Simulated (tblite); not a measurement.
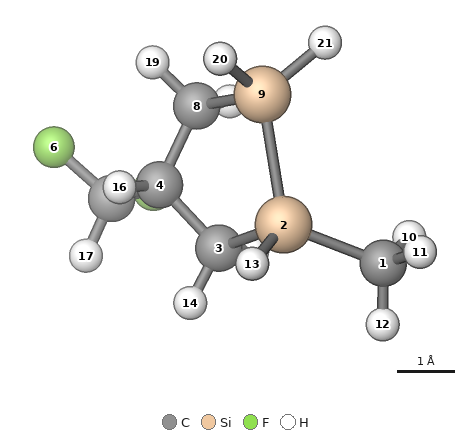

Fig. 1: The structure (ball-and-stick view, seen at a tilt; atoms are numbered from 1 in the order of the input). Bond lengths as drawn: C–C 1.53 Å, C–F 1.36 Å, C–H 1.09 to 1.10 Å, C–Si 1.90 to 1.92 Å, H–Si 1.47 to 1.48 Å and Si–Si 2.32 Å.

## Frequency calculation, with input and output: C5H12F2Si2

System: C5H12F2Si2, SMILES C[Si@@H]1C[C@H](C(F)F)C[SiH2]1.
Method: GFN2-xTB harmonic vibrations, gas phase (tblite 0.8.0).

**Log**
```
mode    cm-1     km/mol
  1      49.1      1.51
  2      86.0      0.14
  3      93.3      0.45
  4     121.0      0.62
  5     126.9      3.17
  6     172.1      5.61
  7     187.8      2.78
  8     237.2      3.93
  9     280.5      5.15
 10     327.6      6.65
 11     382.8     21.64
 12     439.5      7.69
 13     457.2      2.33
 14     492.7      4.02
 15     530.3     15.45
 16     563.7    258.24
 17     620.6    109.27
 18     629.6     17.43
 19     636.0    136.76
 20     712.5     28.79
 21     747.7     36.40
 22     770.8     30.41
 23     778.2     79.74
 24     798.4    226.29
 25     805.8     85.23
 26     828.8    142.25
 27     835.1     74.32
 28     893.8     49.19
 29     982.3     10.37
 30    1022.3    147.50
 31    1063.5      7.42
 32    1104.2     44.53
 33    1125.0     57.39
 34    1214.2     25.22
 35    1223.7     18.47
 36    1234.1      7.05
 37    1278.5     24.21
 38    1287.5     27.69
 39    1321.9      2.10
 40    1331.1     10.16
 41    1369.5      8.61
 42    1476.1      2.56
 43    1482.0      0.63
 44    1486.2      1.94
 45    1489.8      2.12
 46    2137.8    259.05
 47    2206.3    455.51
 48    2219.8    240.01
 49    2880.0     48.37
 50    2925.0     32.90
 51    2972.4     21.40
 52    2979.1     50.46
 53    2988.3     23.64
 54    3000.3     16.40
 55    3035.6     21.59
 56    3037.1     23.51
 57    3049.6     20.53
```

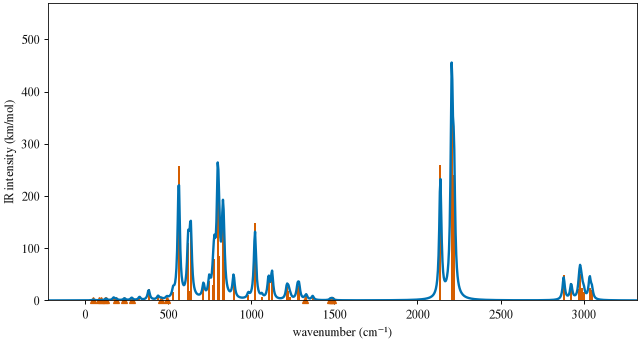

Fig. 2: Harmonic infrared spectrum, unscaled: sticks (degenerate modes added up, dark ones marked on the axis) with a Lorentzian envelope of 16 cm⁻¹ full width, scaled to the tallest stick. 57 modes from 49 to 3050 cm⁻¹, none imaginary. The strongest line is at 2206 cm⁻¹ (456 km/mol).

The run was set up as follows.

**The input**
```
{"job": {"kind": "ir", "xc": "GFN2-xTB", "basis": "xTB"}, "charge": 0, "multiplicity": 1}
C      3.070712     0.110327    -0.383800
Si     1.533311     0.009989     0.730601
C      0.165743    -1.032790    -0.129050
C     -1.201496    -0.499979     0.301567
C     -2.305463    -1.231052    -0.459491
F     -3.537264    -0.869232    -0.014486
F     -2.285466    -0.930599    -1.782505
C     -1.310149     1.012676     0.089980
Si     0.171157     1.876910     0.939502
H      2.849176     0.604819    -1.325124
H      3.862397     0.670731     0.102883
H      3.461819    -0.876704    -0.613043
H      1.918505    -0.687486     1.972681
H      0.236808    -2.095411     0.104674
H      0.246818    -0.943221    -1.214112
H     -1.364884    -0.729470     1.361359
H     -2.235900    -2.327514    -0.373322
H     -1.291869     1.214813    -0.982745
H     -2.274399     1.362067     0.458644
H     -0.205657     2.262701     2.304999
H      0.487181     3.115369     0.219721
```

The first line tells a small driver script what to run in tblite; the rest is the geometry in Å.

**Key numbers**

| quantity | value |
| --- | --- |
| outcome | converged |
| total energy | −809.1320 eV |
| zero-point energy | 97.9660 kcal/mol |
| hardware | 1 CPU thread, shared host |
| peak memory | 0.18 GiB |
